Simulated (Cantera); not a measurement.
Charge: 1 mol CHF₃, 0.6 mol H₂, equilibrated at 1.00 bar.

Equilibrium computed with Cantera from the NASA thermochemical tables; the gas is ideal and each condensed phase is pure. Candidate condensed phases: C, C₆H₆, C₇H₈, C₈H₁₈; 95 gas species. Gases not in the tables: C₂F₆ and larger saturated fluorocarbons. Equilibrium is a limit: real reactors are often held back by kinetics, nucleation or transport.

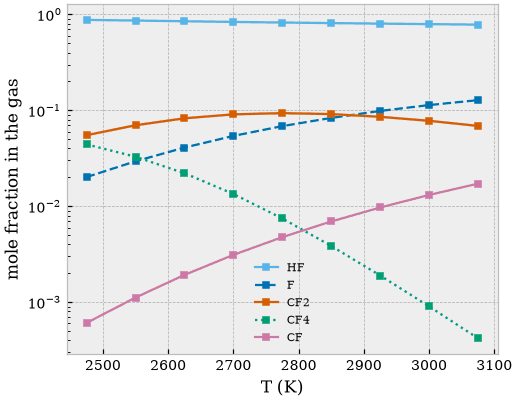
Figure: Equilibrium gas composition (values under 1e-9 drawn at 1e-9)

From 2475 K to 3075 K the condensed part is C(graphite). The main C-bearing gas is CF₂ throughout. The share of C in condensed phases is highest at 3075 K (74.8 %) and lowest at 2700 K (70.7 %).
